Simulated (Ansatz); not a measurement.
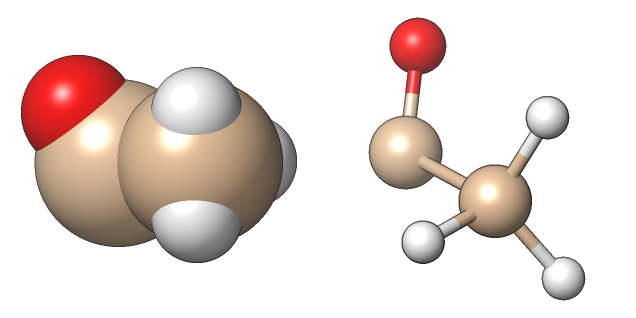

Two views of one molecule. Colours: oxygen red, silicon light orange, hydrogen white.

State: neutral, doublet. The computed structure is the end point of a PBE0-D4/def2-TZVP optimisation. No frequency run is at hand to confirm it as a minimum.

**What is the molecular formula?**

H3OSi2, 6 atoms: 3 hydrogen, 1 oxygen and 2 silicon.

**How many bonds of each kind are drawn?**

3 Si–H, 1 O–Si, 1 Si–Si. Sticks follow a distance rule.

More results for the same structure follow; atom numbers are the same in all pictures, views and colours differ.

## Shape

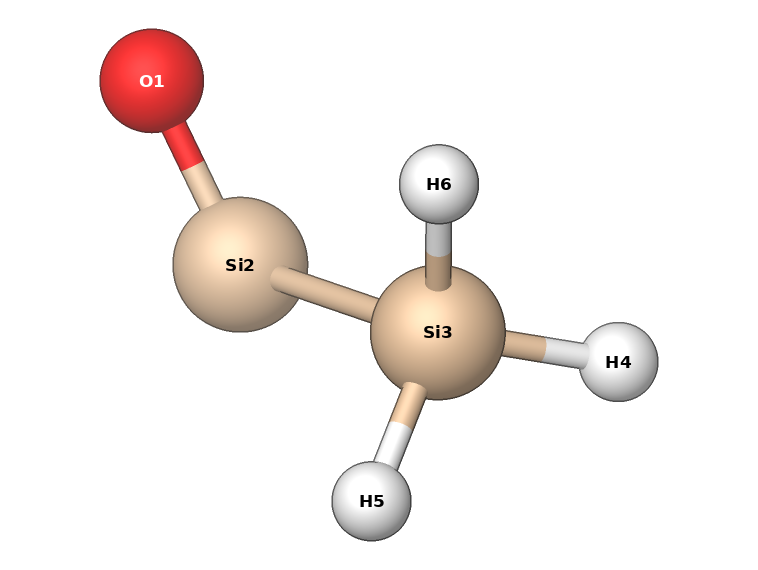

Atoms carry their numbers in the input. No frequency run is at hand to confirm it as a minimum.

**How are the neighbours of atom 2 arranged?**

Si2 has 2 neighbours (O1 at 1.53, Si3 at 2.44 Å); the arrangement is bent.

**Describe the coordination of atom 3.**

Si3 has 4 neighbours (Si2 at 2.44, H4 at 1.49, H5 at 1.49, H6 at 1.48 Å); the arrangement is tetrahedral.

## Dipole moment

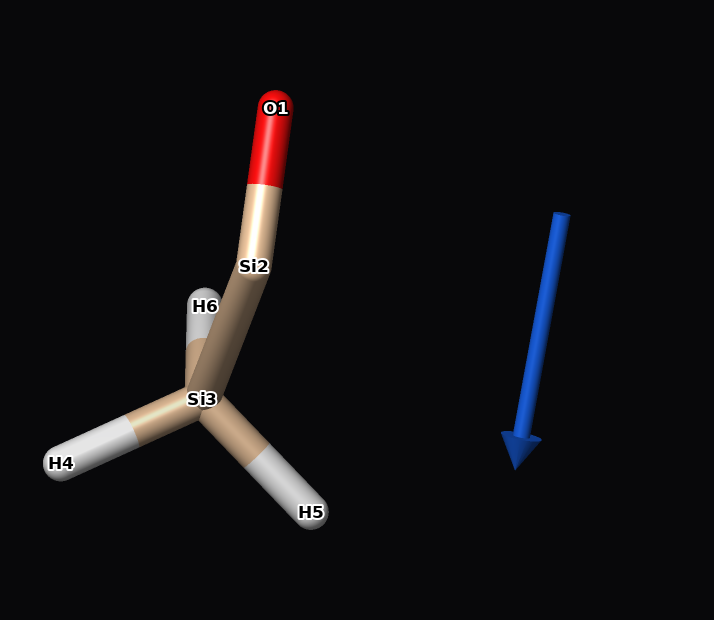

The arrow beside the molecule shows the direction of the dipole moment, from the negative to the positive end (its length means nothing). No frequency run is at hand to confirm it as a minimum. Method: UKS PBE0-D4/def2-TZVP (Ansatz 0.2.0).

**Estimate the dipole moment.**

3.59 D; it points from the side of O1 to the side of H4, H5 (the outermost atoms at the two ends).

## Charges

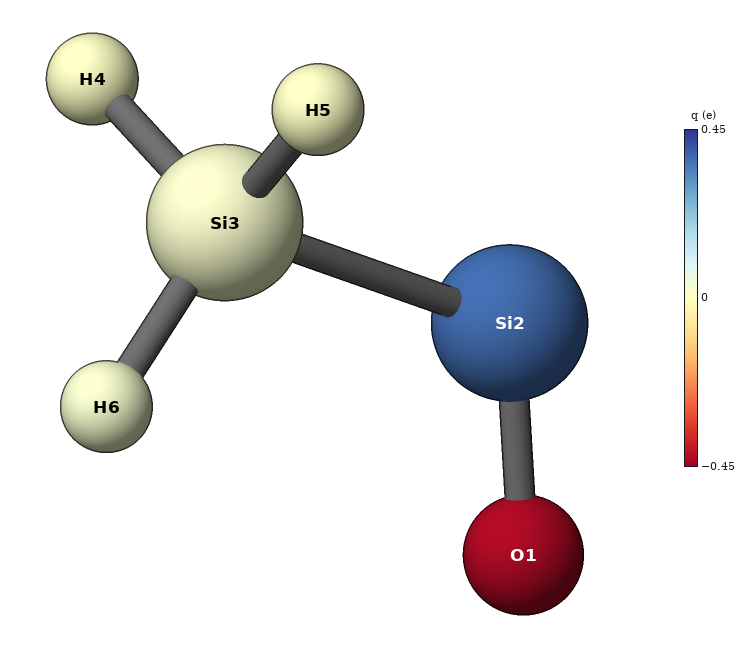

Atoms are coloured by their Mulliken charges. No frequency run is at hand to confirm it as a minimum. Method: UKS PBE0-D4/def2-TZVP (Ansatz 0.2.0).

List the Mulliken charges.

```csv
atom,value (e)
O1,−0.43
Si2,0.37
Si3,0.02
H4,0.01
H5,0.01
H6,0.02
```

## Electronic properties

No frequency run is at hand to confirm it as a minimum. Level of theory: UKS PBE0-D4/def2-TZVPP (Ansatz 0.2.0).

**Estimate the ⟨S²⟩ of the determinant.**

0.758.

**Give the HOMO energy (Kohn–Sham orbital) at this level.**

−6.47 eV.

Mulliken values depend strongly on the basis set and can even reverse the polarity of a bond.
